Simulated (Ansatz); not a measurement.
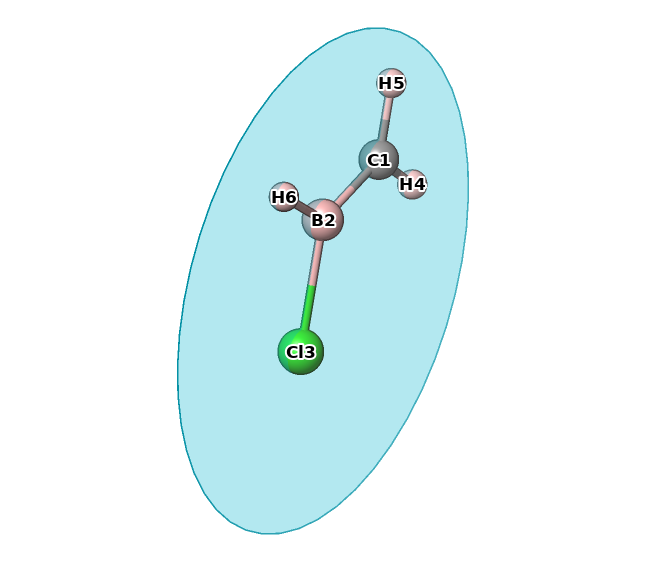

A disc through the centre of mass is drawn in. Depth is shown by fading: the farther an atom, the more it takes the colour of the background. State: charge −1, singlet. Computed geometry: PBE0-D4/def2-TZVPD optimisation. No frequency run is at hand to confirm it as a minimum.

Q: Is the plane of the disc a mirror plane of the structure?

A: Yes. The reflection leaves C1, B2, Cl3, H4, H5, H6 in place. The point group is Cs.
